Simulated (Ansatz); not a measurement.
Consider SiSe2 (space group Ibam, No. 72; a = 6.301 Å, b = 9.302 Å, c = 5.856 Å; made of chains).

It is then changed as follows: cell and atoms relaxed at a pressure of 0.7 GPa.

Computed with PBEsol/PAW in Ansatz (a program for electronic structure), scalar-relativistic without spin-orbit coupling.

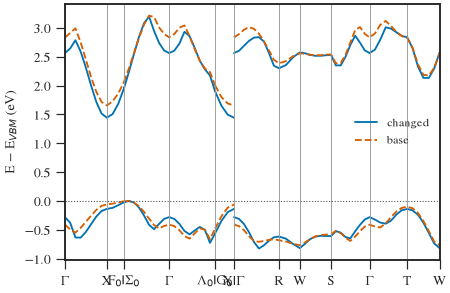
*Highest valence and lowest conduction band along the path, each from its own valence-band maximum*

**Question.** From the figure, how large is the changed gap, and is it direct?

**Answer.** About 1.4 eV, indirect, Σ₀–Γ (11 % along) → X.

Load acts through the strain it causes; cell and atoms are relaxed under it. No phonon test of stability was made. No dispersion term is included in the PBEsol runs.
